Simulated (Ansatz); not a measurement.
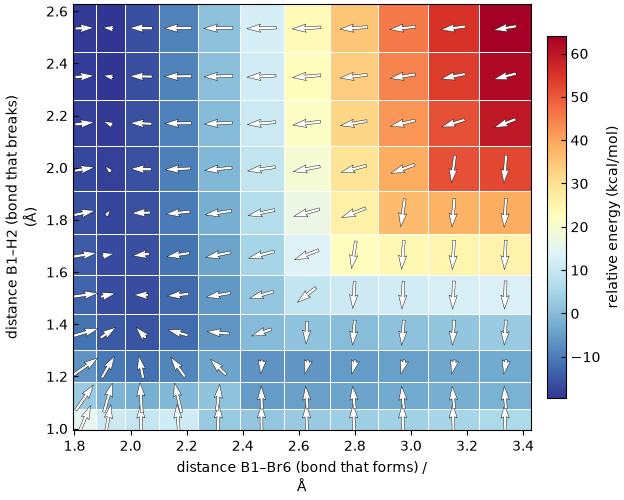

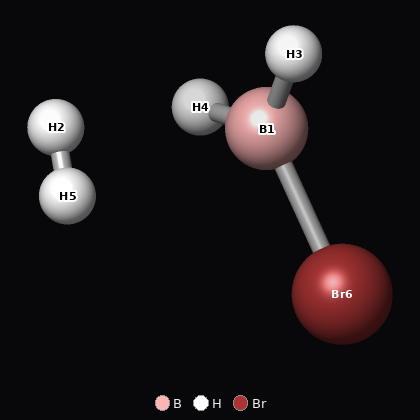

Energy landscape of the reacting system BBrH₄ (fragments BH₃ + BrH where the first distance is long, BBrH₂ + H₂ where the second is long). The first coordinate is: distance B1–Br6 (bond that forms); the second: distance B1–H2 (bond that breaks). Relaxed at each point: all other coordinates. The grid has 11 × 11 points. Points are written as (first, second). Energies: kcal/mol, counted from a guessed transition structure relaxed with its forming and breaking bonds held. Energies and slopes of some neighbouring points disagree (a jump in structure or state, or too coarse a mesh). The reference is spin-restricted, so regions where a bond is pulled apart into radicals lie too high. Theory: RKS PBE0-D4/def2-TZVP in Ansatz 0.2.0.

In the figure: one coloured cell a grid point, arrows along the force (downhill), their lengths compressed. The second picture is the structure at the lowest point.

**Summarise what can be read from the map.**

The lowest grid point is at (1.920 Å, 2.535 Å), −19.6 kcal/mol from a guessed transition structure relaxed with its forming and breaking bonds held. It lies in a valley that leaves the map towards separated partners. Other grid points that lie below all their neighbours: (2.467 Å, 1.236 Å) (12.8 kcal/mol higher). The highest grid point, (3.336 Å, 2.535 Å), lies 83.7 kcal/mol above the lowest.

The input of one point:

```yaml
crystal:
  periodic: [false, false, false]
  atoms:
    - { symbol: B, position_ang: [0.855567, -0.031909, 0.099706] }
    - { symbol: H, position_ang: [-1.452242, 0.182107, -0.927154] }
    - { symbol: H, position_ang: [0.862701, 1.093543, -0.282538] }
    - { symbol: H, position_ang: [0.826409, -0.96905, -0.630856] }
    - { symbol: H, position_ang: [-1.726929, 0.070914, -0.240089] }
    - { symbol: Br, position_ang: [0.634393, -0.345707, 1.980932] }
basis:
  gaussian: { orbitals: def2-TZVP }
hamiltonian:
  xc: pbe0
  dispersion: d4
output:
  forces: true
relax:
  f_tol: 0.02
  max_steps: 50
  escape_saddle: false
  constraints: [{ distance: [0, 5] }, { distance: [0, 1] }]
scf:
  lower_state_search: "off"
```

Each point was launched as `ansatz run input.yaml --threads 1 --pin off --max-ram 2560MiB --backend cpu --events-out ev --progress --plain --runs-dir out`. Time for the 121 points that were run: 20 min on 1 thread of Arm Neoverse V2, on a shared host.
